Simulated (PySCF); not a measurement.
**C$_{6}$H$_{14}$OSi (SMILES CO[SiH]1CCCCC1): density, localisation and related maps**

Input

```
{"job": {"kind": "nmr", "xc": "BP86", "basis": "pcSseg-1", "solvent": "methanol", "pop": false}, "charge": 0, "multiplicity": 1}
C      3.189908    -0.157713    -0.881238
O      2.409418     0.566101     0.021305
Si     0.912013     0.321749     0.612828
C     -0.319175     1.618812    -0.023647
C     -1.741687     1.216488     0.359038
C     -2.132148    -0.154435    -0.189838
C     -1.387532    -1.311571     0.472962
C      0.100740    -1.328162     0.127585
H      3.052216     0.228966    -1.894453
H      2.935648    -1.219140    -0.868736
H      4.236738    -0.038347    -0.595672
H      1.109190     0.412331     2.063170
H     -0.260377     1.718087    -1.110206
H     -0.103099     2.605335     0.387232
H     -1.830950     1.202443     1.447675
H     -2.448455     1.961288    -0.018672
H     -1.945504    -0.176221    -1.266499
H     -3.205371    -0.299258    -0.038705
H     -1.847653    -2.253089     0.158177
H     -1.504647    -1.234704     1.556143
H      0.573240    -2.175454     0.627986
H      0.207485    -1.503506    -0.946435
```

Command:

```sh
OMP_NUM_THREADS=1 python ens_run.py task.json out
```

Geometry: GFN2-xTB.

Method: BP86/pcSseg-1, SCF density, in a methanol solvent model, non-relativistic (PySCF 2.14.0).

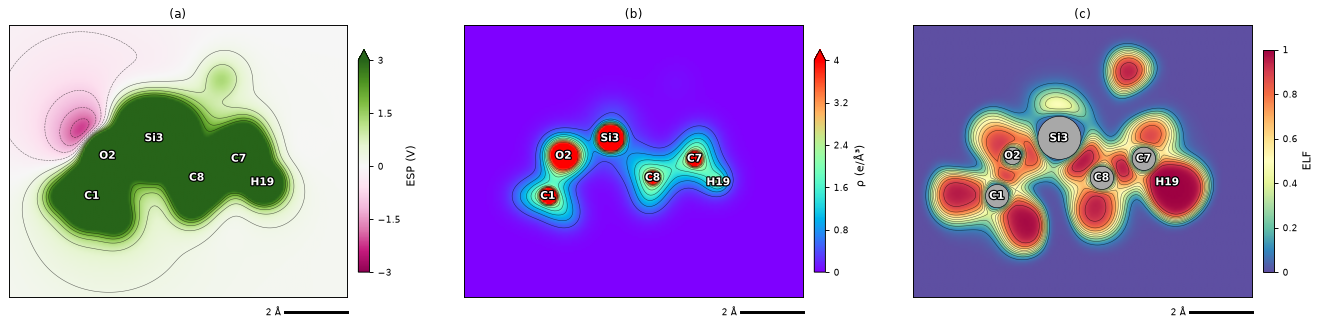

Figure 1. (a) molecular electrostatic potential; (b) total electron density; (c) electron localisation function on the plane of atoms C1, O2 and Si3. Grey discs cover the atomic cores in the ELF map.

### Interpret the plot.

The plane passes through C, O, Si and H nuclei. C–O (1.40 Å): ρ is about 2 e/Å³ halfway, with its minimum of 1.7 e/Å³ about 0.5 Å from C; the ELF peaks at about 0.90 between the atoms: a polar covalent bond. C–C (1.53 Å): ρ is about 1.6 e/Å³ halfway; the ELF peaks at about 0.95 between the atoms; a covalent bond. Si–O (1.63 Å): ρ at the midpoint is about 1.1 e/Å³; the ELF peaks at about 0.85 between the atoms: a polar covalent bond. C–Si (1.90 Å): the density is about 0.92 e/Å³ at the midpoint; the ELF peaks at about 0.95 between the atoms; localised, covalent bonding. C–H (1.09 Å): ρ at the midpoint is about 2 e/Å³; the ELF climbs to about 1 towards the hydrogen, as it does in any bond to H (an ordinary covalent bond to hydrogen). The ELF also peaks beside O2, away from the bonds: lone-pair regions. Outside the dense part of the molecule the potential is most negative (−2.2 V) near O2.

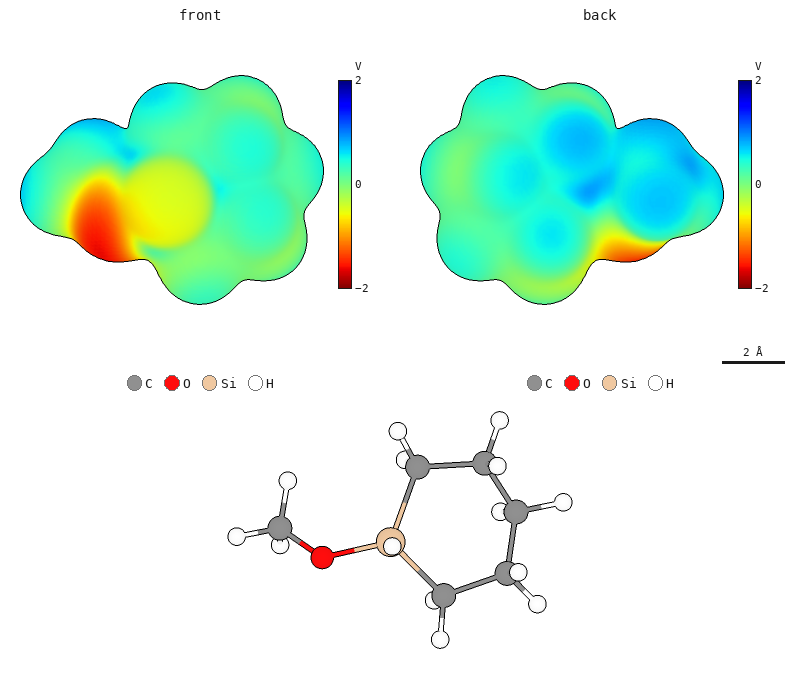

Figure 2. The molecular electrostatic potential painted on the density surface at 0.002 e/bohr³, seen from the front and from behind; the colour scale runs from red (negative) to blue (positive). The bare structure is drawn below in the same view.

### Where is the surface potential most negative and most positive?

The most negative region (about −1.6 V) lies over O2, the most positive (about +0.8 V) over C1, Si3 and H10. O2 is the likeliest acceptor of a hydrogen bond.

### How polar is the molecule by this calculation?

Its dipole moment is 2.00 D.
